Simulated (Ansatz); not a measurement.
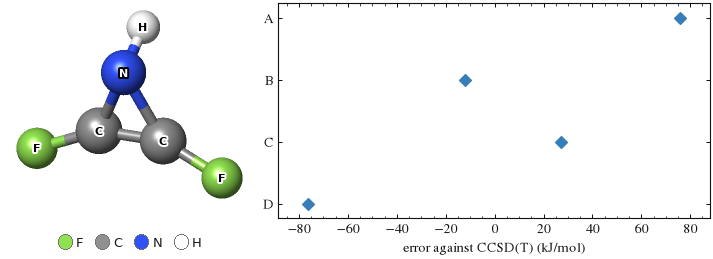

Error in the electronic atomisation energy (method less reference, so positive means overbinding) of C₂HF₂N (enamine tautomer), SMILES FC1=C(F)N1: functionals in def2-TZVPP against frozen-core CCSD(T) at the limit (MP2 extrapolated from triple and quadruple zeta, plus CCSD(T) less MP2 in a smaller set), which gives 2234.3 kJ/mol, at a PBE0-D4/def2-TZVP geometry (a minimum by its frequencies), no zero-point or spin-orbit term, the Ansatz code. The reference leaves out core correlation, a term that grows with the number of heavy atoms. B2PLYP holds a correlation term that converges slowly with the basis, so part of the distance to the limit is basis error. No dispersion term is added to B2PLYP. Limit means the basis limit.

The letters stand for B2PLYP, BLYP-D4, CCSD limit and r2SCAN-D4. Which is which?

Answer. A: BLYP-D4 (76.0 kJ/mol); B: B2PLYP (−12.1 kJ/mol); C: r2SCAN-D4 (27.3 kJ/mol); D: CCSD limit (−76.4 kJ/mol).
